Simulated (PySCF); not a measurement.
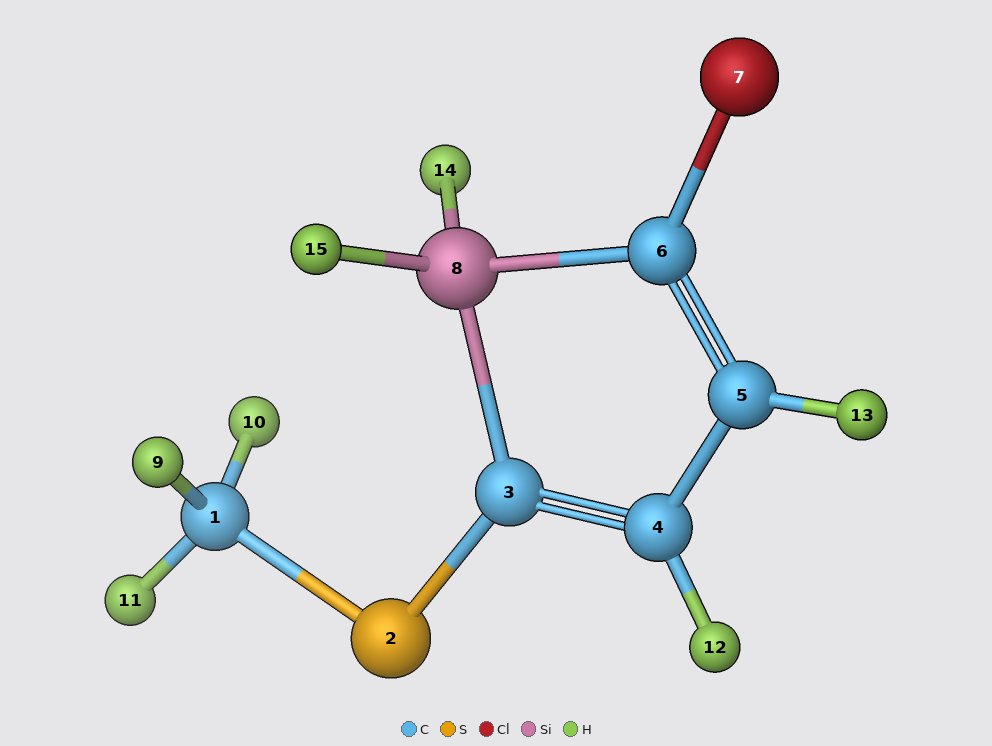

Numbered structure. The computed structure is the end point of a GFN2-xTB optimisation. No frequency run is at hand to confirm it as a minimum.

What are the angles C1–S2–C3, S2–C1–H9, S2–C3–Si8, C3–C4–C5, C3–C4–H12, C3–Si8–H14, C4–C3–Si8, C4–C5–H13, C5–C4–H12, C6–C5–H13, C6–Si8–H14, Cl7–C6–Si8?

```csv
angle,degrees
C1–S2–C3,101.4
S2–C1–H9,109.6
S2–C3–Si8,128.1
C3–C4–C5,116.4
C3–C4–H12,123.6
C3–Si8–H14,112.9
C4–C3–Si8,109.6
C4–C5–H13,120.2
C5–C4–H12,120.0
C6–C5–H13,124.3
C6–Si8–H14,113.9
Cl7–C6–Si8,126.1
```
